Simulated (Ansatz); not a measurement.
# Molecular dynamics, with input and output: C₂H₇NOSi (part 4 of 4)

The same run, continued: C₂H₇NOSi; UKS LDA/STO-3G (Ansatz 0.2.0). It belongs to a series of runs on one base structure; here: dynamics from the highest image of the converged band.

Geometry of the input (Å):
```
C  -1.4519  -0.2546  0.8734
N  -0.4673  0.4549  0.0439
Si 1.2850  0.3919  0.3241
C  0.8911  -1.1139  -0.7859
O  0.9900  -0.8640  -2.1258
H  -1.1452  -0.2001  1.9355
H  -1.5545  -1.3302  0.6091
H  -2.4477  0.2209  0.7794
H  1.4646  0.1831  1.7510
H  1.8061  1.7023  -0.0927
H  -0.8479  0.7717  -0.8729
H  1.5545  -0.0173  -2.4050
```

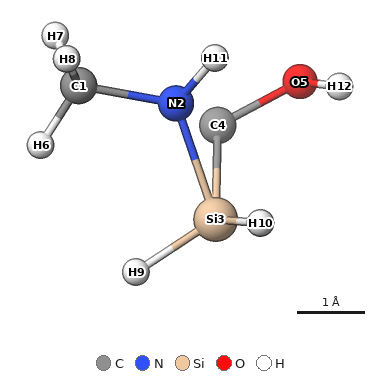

Fig. 1: The geometry at step 162 of the log (ball-and-stick view, seen at a tilt; atoms are numbered from 1 in the order of the input).

**Trajectory as extended XYZ, continued**
```
12
Properties=species:S:1:pos:R:3:forces:R:3 step=124 time_fs=62.0 energy=-13352.95875 temperature=140.0
C    -1.4786   -0.1948    0.8874   -0.8859   0.0889  -1.2410
N    -0.4138    0.1712   -0.1028    0.2987   0.5694  -0.3137
Si    1.3427    0.4344    0.3651   -0.2388  -0.4508   0.6117
C     0.8098   -1.0722   -0.7579   -0.0469  -0.1197   0.0915
O     0.9531   -0.8252   -2.1283   -0.1220   0.0489   0.1766
H    -1.0564   -0.1781    1.8765    0.4700  -0.1750   1.2021
H    -1.9207   -1.2057    0.6922    0.3344   0.3851  -0.0290
H    -2.3108    0.5531    0.8641    0.3730  -0.3077  -0.0728
H     1.4068    0.3139    1.8315   -0.0406  -0.0042  -0.3998
H     1.6123    1.8230    0.0170   -0.0517   0.3161  -0.1044
H    -0.7888    0.8698   -0.8122    0.0082  -0.3362   0.1768
H     1.4102    0.0880   -2.3300   -0.0985  -0.0149  -0.0980
12
Properties=species:S:1:pos:R:3:forces:R:3 step=130 time_fs=65.0 energy=-13352.92514 temperature=114.4
C    -1.4778   -0.1963    0.8790    1.5169  -0.0655   1.1398
N    -0.4084    0.1583   -0.1195    0.5583  -0.0082   0.5353
Si    1.3482    0.4406    0.3746   -0.3304  -0.3863  -0.6485
C     0.7910   -1.0688   -0.7563    0.0757  -0.0491   0.2411
O     0.9490   -0.8290   -2.1280    0.1008   0.5833   0.0865
H    -0.9924   -0.1820    1.9151   -0.8153  -0.3024  -1.1705
H    -1.9395   -1.1762    0.6787    0.1680  -0.3365  -0.0469
H    -2.2723    0.5454    0.8662   -0.5083   0.6484  -0.0248
H     1.4304    0.3086    1.7988   -0.0894  -0.0620   0.5943
H     1.5724    1.8460    0.0336   -0.0498   0.1375  -0.0494
H    -0.7800    0.8559   -0.8003   -0.2906   0.3382  -0.5367
H     1.3847    0.1120   -2.3095   -0.3357  -0.4975  -0.1201
12
Properties=species:S:1:pos:R:3:forces:R:3 step=135 time_fs=67.5 energy=-13352.95836 temperature=139.5
C    -1.4708   -0.1976    0.8765    0.8342   0.3849   0.5021
N    -0.4015    0.1480   -0.1315    0.2224   0.4992   0.1814
Si    1.3521    0.4448    0.3813   -0.2324  -0.0620  -0.9373
C     0.7757   -1.0662   -0.7536    0.1743   0.0297   0.2592
O     0.9458   -0.8301   -2.1274   -0.2759  -0.1817   0.2233
H    -0.9818   -0.2041    1.8911   -0.6004  -0.2405  -0.6247
H    -1.9428   -1.1676    0.6648    0.0691  -0.3882  -0.0538
H    -2.2634    0.5709    0.8662    0.0071   0.1236   0.0447
H     1.4443    0.3007    1.8028   -0.1473  -0.0406   0.6310
H     1.5359    1.8744    0.0443   -0.0662  -0.2270   0.0707
H    -0.7878    0.8586   -0.8175    0.0257  -0.1240  -0.0700
H     1.3444    0.1058   -2.3005   -0.0106   0.2267  -0.2266
12
Properties=species:S:1:pos:R:3:forces:R:3 step=141 time_fs=70.5 energy=-13352.93381 temperature=121.2
C    -1.4583   -0.1970    0.8747   -1.1551   0.1864  -2.0282
N    -0.3921    0.1387   -0.1449   -0.0760   0.8590   0.0491
Si    1.3562    0.4495    0.3871   -0.0836  -0.1090  -0.0536
C     0.7585   -1.0628   -0.7489    0.2928   0.1428   0.1602
O     0.9406   -0.8325   -2.1255   -0.3742  -0.4391   0.2902
H    -1.0038   -0.2490    1.8359    0.6305  -0.1445   1.6400
H    -1.9391   -1.1797    0.6447    0.1822   0.3579   0.0153
H    -2.2487    0.6062    0.8699    0.5593  -0.5969   0.0826
H     1.4486    0.2892    1.8478   -0.2533   0.0966  -0.3520
H     1.4874    1.8915    0.0623   -0.0078  -0.2965   0.1034
H    -0.7940    0.8506   -0.8419    0.2676  -0.4458   0.2833
H     1.2944    0.1159   -2.3072    0.0177   0.3891  -0.1904
12
Properties=species:S:1:pos:R:3:forces:R:3 step=146 time_fs=73.0 energy=-13352.97908 temperature=155.4
C    -1.4523   -0.1956    0.8646    0.4235  -0.6802  -0.2707
N    -0.3844    0.1346   -0.1555    0.1755   0.2711   0.8300
Si    1.3593    0.4532    0.3915   -0.0623  -0.4436   0.3543
C     0.7457   -1.0593   -0.7440    0.3780   0.2230   0.0430
O     0.9349   -0.8359   -2.1227   -0.0930   0.3272   0.1552
H    -0.9950   -0.2953    1.8686   -0.0183   0.1124  -0.1186
H    -1.9263   -1.1730    0.6279   -0.0603   0.2233  -0.1016
H    -2.2068    0.6045    0.8780   -0.1908   0.0853   0.0601
H     1.4362    0.2851    1.8686   -0.2853   0.1529  -0.6976
H     1.4464    1.8878    0.0837    0.0811   0.0051   0.0279
H    -0.7846    0.8195   -0.8486   -0.0417   0.1765  -0.3013
H     1.2528    0.1459   -2.3247   -0.3065  -0.4530   0.0192
12
Properties=species:S:1:pos:R:3:forces:R:3 step=151 time_fs=75.5 energy=-13352.95299 temperature=136.0
C    -1.4445   -0.1973    0.8529    1.4880  -0.8616   1.2034
N    -0.3761    0.1319   -0.1628    0.2237   0.1236   0.9395
Si    1.3623    0.4560    0.3966   -0.0342  -0.5457  -0.0708
C     0.7349   -1.0546   -0.7389    0.4271   0.2541  -0.0582
O     0.9286   -0.8385   -2.1193   -0.1558   0.1876   0.1805
H    -0.9855   -0.3350    1.8980   -0.4813   0.3374  -1.4885
H    -1.9176   -1.1550    0.6048   -0.3913  -0.2676  -0.2455
H    -2.1745    0.6066    0.8897   -0.5834   0.4875   0.0389
H     1.4071    0.2895    1.8519   -0.2463   0.0841  -0.1896
H     1.4101    1.8842    0.1069    0.1436   0.2718  -0.0327
H    -0.7763    0.7962   -0.8706   -0.1085   0.3163  -0.3710
H     1.1948    0.1538   -2.3418   -0.2815  -0.3875   0.0940
12
Properties=species:S:1:pos:R:3:forces:R:3 step=157 time_fs=78.5 energy=-13353.01133 temperature=180.5
C    -1.4275   -0.2042    0.8448   -0.8052   0.0493  -0.7200
N    -0.3650    0.1298   -0.1670   -0.1337   0.6868  -0.0425
Si    1.3658    0.4580    0.4022    0.1231  -0.0628  -0.8722
C     0.7247   -1.0474   -0.7331    0.4223   0.1958  -0.1107
O     0.9202   -0.8413   -2.1142   -0.3746  -0.7722   0.3927
H    -1.0017   -0.3596    1.8382    0.4549   0.0131   0.3726
H    -1.9345   -1.1481    0.5598   -0.1660   0.1368  -0.0729
H    -2.1698    0.6346    0.9060    0.3531  -0.5164  -0.0678
H     1.3530    0.3004    1.8233   -0.1908  -0.0572   0.6981
H     1.3778    1.8988    0.1326    0.1671   0.1100  -0.0116
H    -0.7707    0.7856   -0.9169    0.2324  -0.3077   0.4603
H     1.1051    0.1421   -2.3567   -0.0827   0.5245  -0.0260
12
Properties=species:S:1:pos:R:3:forces:R:3 step=162 time_fs=81.0 energy=-13353.02993 temperature=195.2
C    -1.4165   -0.2103    0.8352   -1.6091  -0.0108  -1.8091
N    -0.3563    0.1309   -0.1701   -0.0442   0.4117  -0.0575
Si    1.3690    0.4594    0.4052    0.2578   0.3535  -0.4365
C     0.7184   -1.0403   -0.7289    0.3606   0.0672  -0.0762
O     0.9118   -0.8461   -2.1085   -0.2608  -0.2859   0.2590
H    -0.9915   -0.3779    1.8007    0.8259  -0.2914   1.3083
H    -1.9603   -1.1364    0.5169    0.1589   0.4150   0.1560
H    -2.1506    0.6331    0.9159    0.3807  -0.4239  -0.0794
H     1.2952    0.3068    1.8370   -0.1274  -0.0549   0.3931
H     1.3617    1.9184    0.1531    0.1671  -0.1846   0.0111
H    -0.7543    0.7627   -0.9330    0.0600  -0.0771   0.2741
H     1.0229    0.1569   -2.3692   -0.1695   0.0811   0.0571
12
Properties=species:S:1:pos:R:3:forces:R:3 step=168 time_fs=84.0 energy=-13353.04931 temperature=210.3
C    -1.4114   -0.2185    0.8146    0.6813  -0.7570   0.8038
N    -0.3458    0.1341   -0.1738    0.2094  -0.2522   0.2765
Si    1.3736    0.4621    0.4078    0.3068   0.4502   0.7815
C     0.7133   -1.0315   -0.7243    0.2315  -0.1269   0.0436
O     0.9004   -0.8529   -2.1005   -0.2140   0.5857  -0.0108
H    -0.9308   -0.4174    1.8259   -0.5191   0.0270  -1.1637
H    -1.9822   -1.0978    0.4756   -0.0154  -0.2969   0.0428
H    -2.1065    0.6096    0.9232   -0.4364   0.7264   0.0920
H     1.2173    0.3110    1.8767    0.0723   0.0214  -0.5854
H     1.3554    1.9284    0.1783    0.1436  -0.2179  -0.0221
H    -0.7333    0.7348   -0.9378   -0.3037   0.5157  -0.4221
H     0.9113    0.1753   -2.3788   -0.1564  -0.6754   0.1640
12
Properties=species:S:1:pos:R:3:forces:R:3 step=173 time_fs=86.5 energy=-13353.08485 temperature=237.5
C    -1.4052   -0.2286    0.8000    0.3726   0.0074   0.8830
N    -0.3363    0.1362   -0.1762   -0.1426   0.0707  -0.6393
Si    1.3781    0.4654    0.4116    0.3740   0.3289   1.0901
C     0.7104   -1.0247   -0.7202    0.1051  -0.2561   0.1994
O     0.8900   -0.8567   -2.0938   -0.2233   0.1837  -0.0039
H    -0.9037   -0.4517    1.7917   -0.6193  -0.0202  -0.9866
H    -1.9997   -1.0796    0.4448   -0.0680  -0.4711  -0.0272
H    -2.0892    0.6253    0.9338   -0.0237   0.2246   0.0895
H     1.1563    0.3152    1.8782    0.2250   0.0135  -0.6842
H     1.3596    1.9235    0.1978    0.0990   0.0318  -0.0703
H    -0.7313    0.7386   -0.9609   -0.0094   0.0828   0.1540
H     0.8081    0.1538   -2.3775   -0.0894  -0.1959  -0.0044
12
Properties=species:S:1:pos:R:3:forces:R:3 step=178 time_fs=89.0 energy=-13353.09301 temperature=244.1
C    -1.3979   -0.2387    0.7889   -1.5174   0.8358  -1.2345
N    -0.3274    0.1384   -0.1811   -0.4121   0.2509  -1.2097
Si    1.3835    0.4693    0.4175    0.5207   0.2691   0.5186
C     0.7079   -1.0192   -0.7151   -0.0118  -0.2859   0.3178
O     0.8788   -0.8598   -2.0870   -0.1282  -0.3477   0.0242
H    -0.9074   -0.4896    1.7095    0.3946  -0.5057   1.1794
H    -2.0191   -1.0852    0.4138    0.2684   0.1493   0.1295
H    -2.0729    0.6527    0.9493    0.5298  -0.6676  -0.0038
H     1.1079    0.3199    1.8429    0.2255  -0.0664   0.0353
H     1.3697    1.9202    0.2133    0.0438   0.2335  -0.0948
H    -0.7306    0.7482   -0.9762    0.2013  -0.2313   0.5225
H     0.6988    0.1212   -2.3766   -0.1146   0.3660  -0.1844
12
Properties=species:S:1:pos:R:3:forces:R:3 step=184 time_fs=92.0 energy=-13353.13068 temperature=272.6
C    -1.3975   -0.2463    0.7688   -0.1459  -0.2001  -0.3249
N    -0.3188    0.1420   -0.1931   -0.1574  -0.4198  -0.3023
Si    1.3914    0.4749    0.4259    0.6584   0.4452  -0.2662
C     0.7049   -1.0144   -0.7070   -0.1395  -0.1585   0.2919
O     0.8647   -0.8646   -2.0790   -0.2711   0.2886  -0.3137
H    -0.8893   -0.5701    1.6859   -0.0736  -0.1108   0.2934
H    -2.0238   -1.0822    0.3848    0.1161   0.2351  -0.0353
H    -2.0200    0.6428    0.9692   -0.1248  -0.0164   0.1465
H     1.0665    0.3200    1.8082    0.1278  -0.1256   0.8394
H     1.3849    1.9327    0.2248   -0.0247   0.1041  -0.0576
H    -0.7178    0.7478   -0.9629   -0.1041   0.2703  -0.2834
H     0.5610    0.1011   -2.3873    0.1389  -0.3120   0.0121
12
Properties=species:S:1:pos:R:3:forces:R:3 step=189 time_fs=94.5 energy=-13353.09645 temperature=247.0
C    -1.3985   -0.2532    0.7498    1.5631  -0.9990   1.2895
N    -0.3126    0.1434   -0.2049   -0.1263  -0.5389   0.1487
Si    1.3995    0.4806    0.4326    0.5200   0.5441   0.1372
C     0.7017   -1.0113   -0.6986   -0.2336   0.0000   0.1263
O     0.8518   -0.8679   -2.0734   -0.3701   0.4630  -0.4805
H    -0.8756   -0.6460    1.6919   -0.7872   0.5732  -1.1964
H    -2.0205   -1.0659    0.3585   -0.3597  -0.1611  -0.3486
H    -1.9802    0.6298    0.9947   -0.6014   0.5616   0.2618
H     1.0419    0.3127    1.8263    0.2520  -0.0266   0.3492
H     1.3962    1.9501    0.2305   -0.0882  -0.1289   0.0024
H    -0.7112    0.7607   -0.9638   -0.1191   0.2984  -0.4449
H     0.4540    0.0691   -2.3967    0.3507  -0.5859   0.1553
12
Properties=species:S:1:pos:R:3:forces:R:3 step=195 time_fs=97.5 energy=-13353.14112 temperature=280.7
C    -1.3916   -0.2666    0.7341   -0.3134   0.3494   0.0713
N    -0.3060    0.1426   -0.2188   -0.4250   0.2091  -0.1759
Si    1.4107    0.4889    0.4411    0.2440   0.3508   0.8625
C     0.6962   -1.0075   -0.6879   -0.2710   0.1196  -0.1335
O     0.8348   -0.8700   -2.0690    0.0972  -0.4568  -0.2242
H    -0.9098   -0.6997    1.6230    0.1389   0.0033   0.1377
H    -2.0410   -1.0533    0.3024   -0.1545   0.2488  -0.1648
H    -1.9697    0.6433    1.0408    0.1299  -0.5655  -0.1912
H     1.0334    0.3028    1.8694    0.4347   0.1270  -0.5459
H     1.4025    1.9615    0.2376   -0.1571  -0.1740   0.0419
H    -0.7085    0.7922   -0.9908    0.2434  -0.4093   0.3412
H     0.3493   -0.0069   -2.3979    0.0329   0.1975  -0.0191
12
Properties=species:S:1:pos:R:3:forces:R:3 step=200 time_fs=100.0 energy=-13353.11200 temperature=259.0
C    -1.3866   -0.2766    0.7218   -1.5257   0.8001  -1.3819
N    -0.3024    0.1425   -0.2308   -0.2445   0.2272   0.4099
Si    1.4206    0.4966    0.4501    0.1582   0.0409   0.6141
C     0.6902   -1.0038   -0.6796   -0.1968   0.1658  -0.3059
O     0.8208   -0.8732   -2.0664    0.3284  -0.7438  -0.1078
H    -0.9340   -0.7424    1.5679    0.8377  -0.6804   1.2385
H    -2.0689   -1.0292    0.2442    0.2125   0.5614   0.1591
H    -1.9584    0.6273    1.0701    0.2684  -0.6043  -0.3027
H     1.0532    0.3018    1.8762    0.3358   0.1356  -0.4993
H     1.3978    1.9605    0.2460   -0.1882   0.0056   0.0389
H    -0.6939    0.7976   -0.9979    0.1048  -0.3224   0.2146
H     0.2667   -0.0631   -2.3988   -0.0906   0.4142  -0.0775
```
